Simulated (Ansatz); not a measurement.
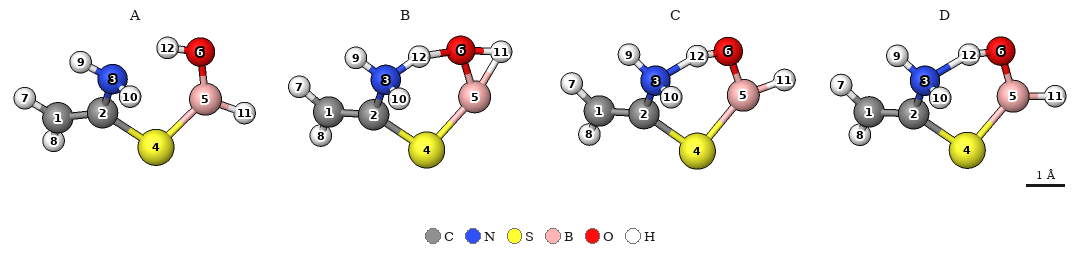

4 geometries from a converged minimum-energy path of C₂H₆BNOS, shuffled. Style: ball-and-stick. Shown from a free direction.

All numbers below come from RKS PBE0-D4/cc-pVDZ (Ansatz 0.2.0). Run with 5 movable images; climbing image; force threshold 0.05 eV/Å; iteration limit 60; starting path through a guess of the saddle point.

**One of them is the converged climbing image. Which?**

B. In order along the path, whose images run from 0 to 6: A (image 0, 0.00 eV), D (image 2, +0.38 eV), C (image 3, +1.26 eV), B (image 5, +4.68 eV). Breaking: B5–H11 (1.21 → 1.40 at the top → 1.96 Å), O6–H12 (0.98 → 1.36 at the top → 1.52 Å). Forming: N3–H12 (1.86 → 1.16 at the top → 1.09 Å), O6–H11 (2.21 → 1.14 at the top → 0.96 Å).

Cost: 3.8 min on 2 threads of AMD EPYC 9R45 96-Core Processor (Zen 5), with other jobs on the host, peak memory 0.3 GiB.
